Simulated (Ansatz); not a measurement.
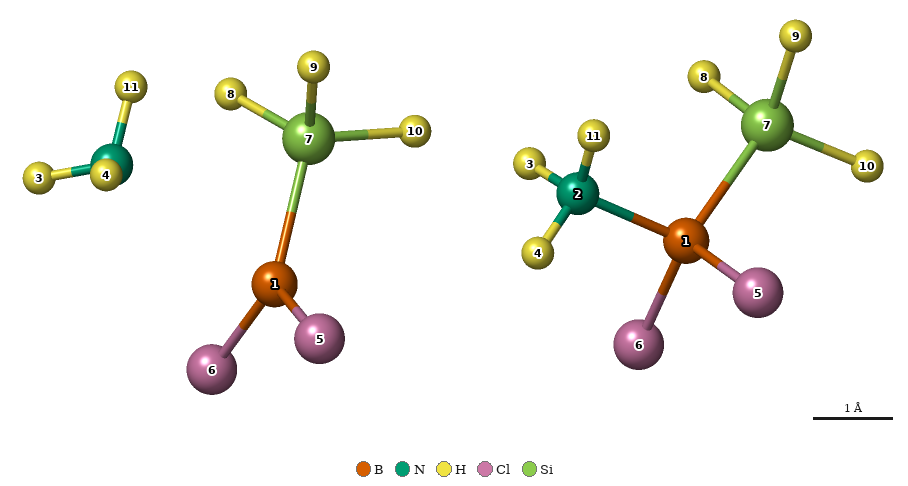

Two geometries of BSiNH$_{6}$Cl$_{2}$, drawn at one scale. One is the start of a relaxation, the other its converged end. Style: ball-and-stick. Shown at a tilt.

Computed with RKS PBE-D4/6-31G* in Ansatz 0.2.0. Settings: no spin polarisation; force threshold 0.03 eV/Å; at most 50 steps.

Which one is relaxed?

Answer. The right one is the relaxed one. The run prepares an end point of a later path (reaction) calculation, from a guessed geometry. H4 moves most after the best rigid fit: 1.15 Å. Largest moves by element: H 1.15 Å, B 0.83 Å, Cl 0.67 Å, N 0.40 Å, Si 0.24 Å. Among the contacts that change: B1–N2 2.734 → 1.639 Å, B1–Cl6 1.774 → 1.859 Å, B1–Cl5 1.778 → 1.860 Å, B1–Si7 1.971 → 2.043 Å. New bonds form, among them: B1–N2 (2.73 → 1.64 Å). Bond angles that change, for instance: Cl5–B1–Si7 120.9° → 112.5°, Cl5–B1–Cl6 117.7° → 113.7°, H8–Si7–H9 108.2° → 105.8°. Over 12 geometry steps the energy falls by 97.8 kJ/mol. The largest force component goes from 0.69 to 0.027 eV/Å.

Limits of the set-up: the start holds two separate molecules, 2.3 Å apart at their closest, whose relative position is a soft coordinate.
